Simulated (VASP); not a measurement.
Energy against volume of CdS (zinc blende). Calculation: HSEsol screened hybrid, VASP's PBE PAW potentials (set 64) (plane waves; VASP 6.6.1).

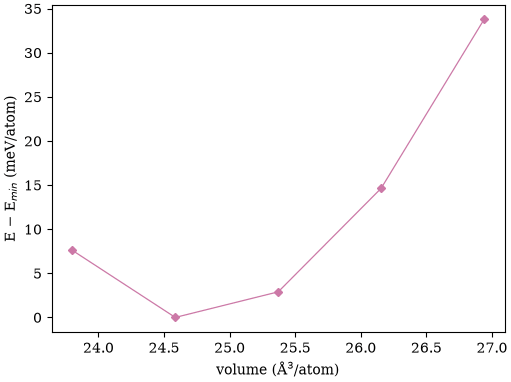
Figure: Energy against volume

### Question
Estimate the equilibrium volume and the bulk modulus.

### Answer
The minimum lies near 24.7 Å³/atom, and the curvature gives B0 of about 65 GPa.

Measured: a 5.832 Å (computed value off by -0.1 %), as given by arXiv:1206.3780. The calculation is for a static lattice, while the measured a holds thermal and zero-point effects, which are part of the difference.

The compound is CdS in the zinc blende structure, a metastable form; wurtzite is the usual one. It was relaxed first. The cell's shape comes from a PBE relaxation.
